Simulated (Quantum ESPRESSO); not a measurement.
# What a tighter setting buys: ecutwfc, WSi2 (I4/mmm, 3 atoms in the cell)

```
WSi2
1.0
   -1.60500     1.60500     3.91500
    1.60500    -1.60500     3.91500
    1.60500     1.60500    -3.91500
Si W
2 1
Direct
  0.66500   0.66500   0.00000
  0.33500   0.33500   0.00000
  0.00000   0.00000   0.00000
```

Level of theory: PBE, GBRV 1.5 ultrasoft (PBE) pseudopotentials (plane waves; Quantum ESPRESSO).

Base settings: ecutwfc = 40 Ry; ecutrho = 320 Ry; occupations = smearing; smearing = fermi-dirac; degauss = 0.0073499 Ry; potentials = {Si: si_pbe_v1.uspp.F.UPF, W: w_pbe_v1.2.uspp.F.UPF}; K_POINTS = automatic 12 12 12 0 0 0; conv_thr = 1e-11 Ry; mixing_beta = 0.3.

Misses are taken against the tightest run, 80 Ry (ecutrho: 320 Ry → 640 Ry), which need not be fully converged itself. The energy is the free energy per atom.

The count of work is k-points × plane waves × bands × iterations; it is no time, and leaves out set-up, grids and terms that scale otherwise. Core times come from one kind of shared machine and are given to one figure; runs under 30 s give none.

The starting cell has typed, rounded lattice constants, without a prior relaxation at this level. Spin polarisation is off.

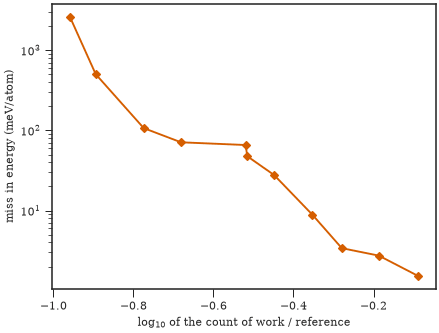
Figure: Miss against the count of work; the reference run is not drawn, and misses under 0.1 meV/atom are drawn there.

```tsv
ecutwfc	energy less reference (meV/atom)	pressure less reference (GPa)	count of work / reference	core time / reference (rough)
16 Ry (ecutrho: 320 Ry → 128 Ry)	2642.06	-128.03	0.11	–
20 Ry (ecutrho: 320 Ry → 160 Ry)	503.63	-34.56	0.13	–
24 Ry (ecutrho: 320 Ry → 192 Ry)	106.89	-5.20	0.17	0.2
28 Ry (ecutrho: 320 Ry → 224 Ry)	71.09	0.07	0.21	0.2
32 Ry (ecutrho: 320 Ry → 256 Ry)	65.78	-0.62	0.30	0.2
36 Ry (ecutrho: 320 Ry → 288 Ry)	47.56	-1.41	0.31	0.3
40 Ry	27.76	-1.36	0.36	0.2
46 Ry (ecutrho: 320 Ry → 368 Ry)	8.90	-0.60	0.44	0.5
52 Ry (ecutrho: 320 Ry → 416 Ry)	3.39	-0.07	0.53	0.5
60 Ry (ecutrho: 320 Ry → 480 Ry)	2.74	0.05	0.65	0.6
70 Ry (ecutrho: 320 Ry → 560 Ry)	1.52	-0.04	0.82	0.7
80 Ry (ecutrho: 320 Ry → 640 Ry)	0.00	0.00	1.0	1
```

Coarsest setting among those run that, with all tighter ones, holds the energy within 20 meV/atom of the reference: 46 Ry (ecutrho: 320 Ry → 368 Ry), off by 8.9 meV/atom; its saving against the reference is no more than about a factor of 2 in time.

Coarsest setting among those run that, with all tighter ones, holds the energy within 5 meV/atom of the reference: 52 Ry (ecutrho: 320 Ry → 416 Ry), off by 3.4 meV/atom; its saving against the reference is no more than about a factor of 2 in the count of work.

The step from 28 Ry (ecutrho: 320 Ry → 224 Ry) to 52 Ry (ecutrho: 320 Ry → 416 Ry): it takes the miss in the energy from 71 to 3.4 meV/atom, for 2.5 times the count of work and roughly 2 times the time.
